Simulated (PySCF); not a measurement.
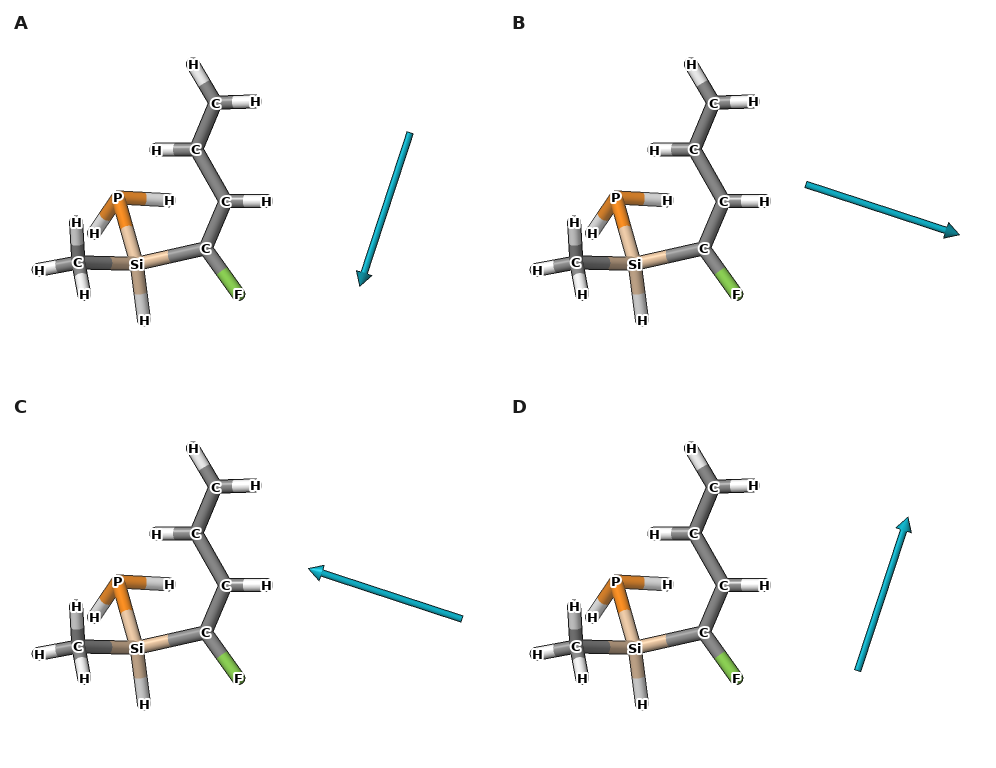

The same molecule four times, each with an arrow. The computed structure is the end point of a GFN2-xTB optimisation. No frequency run is at hand to confirm it as a minimum. Level of theory: PBE0/pcSseg-1, gas phase (PySCF 2.14.0).

Question: Which arrow points along the dipole moment, from the negative to the positive end?

Answer: C. The dipole moment is 0.97 D.

The geometry is semi-empirical. Around P, Si such bond lengths and angles can be off by a tenth of an ångström or more and by several degrees, and values that hang on the shape move with them.
